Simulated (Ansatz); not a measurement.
# UB2PLYP/cc-pVDZ run of C2HCl2Si (SMILES C#C[Si](Cl)Cl)

Aim: the vertical doublet–quartet gap of C2HCl2Si at UB2PLYP/cc-pVDZ, from 2 runs. 

Program for the calculation: Ansatz 0.2.0.

69 further runs of the same task are left out: 69 set aside as unsound or not needed.

### Step 1. Starting point

The species is C2HCl2Si (6 atoms), meant as a doublet with charge 0. As SMILES, `C#C[Si](Cl)Cl`. The shape is that of a PBE0-D4/def2-TZVP optimisation.

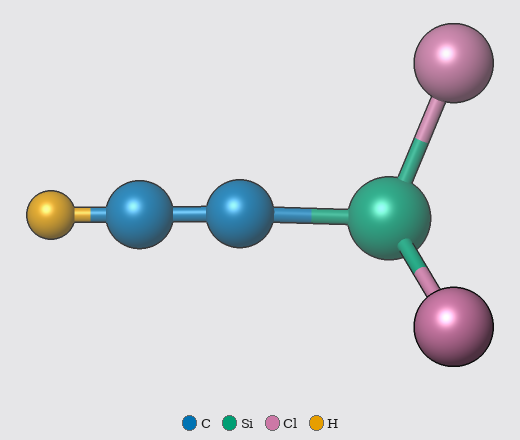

The structure, seen from a chosen angle (carbon blue, silicon teal, chlorine pink, hydrogen amber).

### Step 2. The energy at UB2PLYP/cc-pVDZ

Contents of job.yaml:

```yaml
crystal:
  periodic: [false, false, false]
  atoms:
    - {symbol: C, position_ang: [1.324500, 0.483500, 1.111500]}
    - {symbol: C, position_ang: [0.521500, 0.095400, 0.297200]}
    - {symbol: Si, position_ang: [-0.504400, -0.583800, -1.021800]}
    - {symbol: Cl, position_ang: [-1.914000, -1.830600, -0.226100]}
    - {symbol: Cl, position_ang: [-1.406000, 0.937000, -2.046300]}
    - {symbol: H, position_ang: [2.020400, 0.834500, 1.839400]}
basis:
  gaussian:
    orbitals: cc-pVDZ
correlation:
  frozen_orbitals: {C: 1, Cl: 5, H: 0, Si: 5}
hamiltonian:
  xc: {name: B2PLYP}
accuracy: high
magnetization:
  spin_polarized: true
  initial_magnetization: 1
output:
  orbitals: {seedname: orbitals}
```

Command:

```bash
$ ansatz run job.yaml --threads 1 --pin off --max-ram 3480MiB --events-out events.jsonl --progress --plain --runs-dir runs
```

The program printed:

```text
Warning: RAYON_NUM_THREADS=1 ignored (pool sized by the plan → 1); use --threads N
Functional definition: B2PLYP
  name "B2PLYP"
  parameter a = 0.53
  parameter c = 0.27
  exchange = (1 - a)*b88_x + a*exact_x
  correlation = (1 - c)*lyp_c + c*(mp2_os + mp2_ss)
1884 factors; integrals over basis functions are off by at most 3.9e-9 eV
mean field evaluation 1: about -34990.8138 eV, gradient 2.3e1 eV
mean field evaluation 2: about -34990.9264 eV, gradient 2.3e1 eV
mean field evaluation 4: about -34994.0993 eV, gradient 2.7e0 eV
mean field evaluation 8: about -34994.1667 eV, gradient 4.3e-1 eV
mean field evaluation 16: about -34994.1690 eV, gradient 5.4e-3 eV
mean field evaluation 32: about -34994.1690 eV, gradient 2.3e-7 eV
mean field -34994.16903228 eV, -1286.0119920367 hartree, gradient 6.6e-8 eV, S^2 0.756367; 0 other end points of the search recorded, 0 dependent functions left out
17 core orbitals not correlated: weight in the atoms' cores, before any rotation towards them, 1.000 or more for the frozen orbitals, at most 0.000 for the correlated occupied ones
reference -34994.16905790 eV, -1286.0119929780 hartree; 14, 13 occupied and 56, 57 virtual orbitals, 1884 factors
second order -19.86980102 eV of doubles, -0.00000000 eV of singles
Total energy: -34999.53390418 eV, -1286.2091474423 hartree
```

It took 19 s on 1 thread of Arm Neoverse V2, shared host; peak memory 0.46 GiB.

### Step 3. The quartet, same level

Contents of molecule.yaml:

```yaml
crystal:
  periodic: [false, false, false]
  atoms:
    - {symbol: C, position_ang: [1.324500, 0.483500, 1.111500]}
    - {symbol: C, position_ang: [0.521500, 0.095400, 0.297200]}
    - {symbol: Si, position_ang: [-0.504400, -0.583800, -1.021800]}
    - {symbol: Cl, position_ang: [-1.914000, -1.830600, -0.226100]}
    - {symbol: Cl, position_ang: [-1.406000, 0.937000, -2.046300]}
    - {symbol: H, position_ang: [2.020400, 0.834500, 1.839400]}
basis:
  gaussian: {orbitals: cc-pVDZ}
magnetization: {spin_polarized: true, initial_magnetization: 3}
hamiltonian: {xc: {name: B2PLYP}}
correlation: {frozen_orbitals: {C: 1, Cl: 5, H: 0, Si: 5}}
accuracy: high
output: {orbitals: {seedname: orbitals}}
```

Command:

```bash
$ ansatz run molecule.yaml --threads 1 --pin off --max-ram 3480MiB --events-out events.jsonl --progress --plain --runs-dir runs
```

The program printed, shortened:

```text
Warning: RAYON_NUM_THREADS=1 ignored (pool sized by the plan → 1); use --threads N
[... 2 set-up lines as earlier in the session ...]
[...]
1884 factors; integrals over basis functions are off by at most 3.9e-9 eV
[...]
mean field -34989.33605574 eV, -1285.8343834245 hartree, gradient 7.6e-8 eV, S^2 3.764141; 6 other end points of the search recorded, 0 dependent functions left out
17 core orbitals not correlated: weight in the atoms' cores, before any rotation towards them, 1.000 or more for the frozen orbitals, at most 0.000 for the correlated occupied ones
reference -34989.33608151 eV, -1285.8343843716 hartree; 15, 12 occupied and 55, 58 virtual orbitals, 1884 factors
second order -17.91289355 eV of doubles, -0.00000000 eV of singles
Total energy: -34994.17256277 eV, -1286.0121217796 hartree
```

Wall time 46 s (1 thread of Arm Neoverse V2, shared host); peak memory 0.67 GiB.

### Step 4. Outcome

Level: UB2PLYP/cc-pVDZ, 17 core orbitals frozen.

| quantity | value |
| --- | --- |
| doublet: total energy | -1286.20915 Eh |
| doublet: HOMO energy (SCF part's orbitals) (highest over α and β) | -7.63 eV |
| doublet: LUMO energy (SCF part's orbitals) (lowest over α and β) | -1.83 eV |
| doublet: ⟨S²⟩ | 0.756 |
| quartet: total energy | -1286.01212 Eh |
| quartet: HOMO energy (SCF part's orbitals) (highest over α and β) | -4.86 eV |
| quartet: LUMO energy (SCF part's orbitals) (lowest over α and β) | -3.63 eV |
| quartet: ⟨S²⟩ | 3.764 |
| vertical energy of the quartet above the doublet | 5.361 eV |

**Reading.** At this shape the quartet lies 5.36 eV (124 kcal/mol) above the doublet.
